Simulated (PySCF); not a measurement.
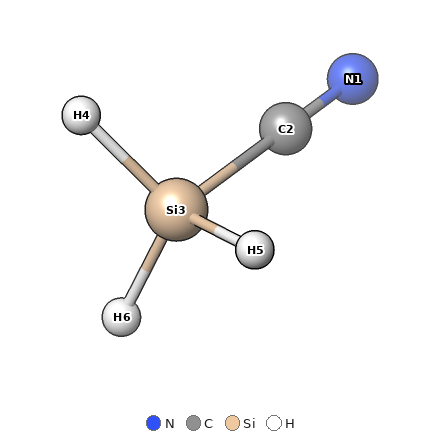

CH₃NSi (silyl cyanide), SMILES N#C[SiH3]. Vertical core-electron binding energies by ΔSCF (SCAN, pcX-2 on the ionised atom, pcseg-1 elsewhere, spin-free X2C; PySCF, at a GFN2-xTB geometry (no frequency check)), gas phase, against the vacuum level. One atom of each kind was ionised; within a panel, areas follow the number of like atoms and 2j + 1 (2p levels are split by first-order spin-orbit coupling, an approximation), each panel is scaled alone, Gaussians of 0.4 eV full width. Only the regions named are shown.

Predict the Si 2p, N 1s and Si 1s photoelectron lines.

Answer.
```csv
level,atoms,binding energy (eV)
Si 2p1/2,Si3,108.9
Si 2p3/2,Si3,108.3
N 1s,N1,405.4
Si 1s,Si3,1848.1
```

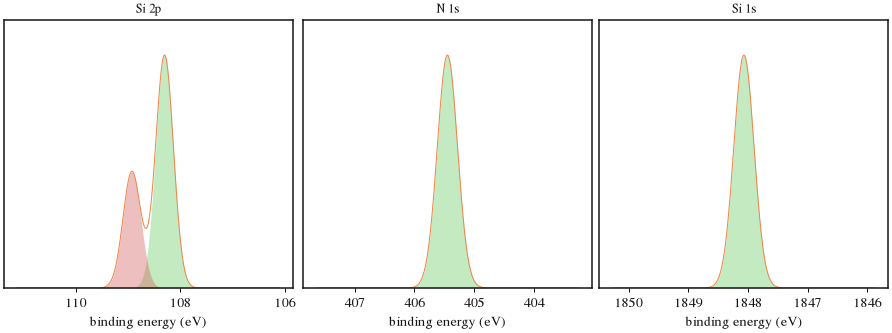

Caveats: the tight-binding geometry is rougher than a DFT one and adds to the error.
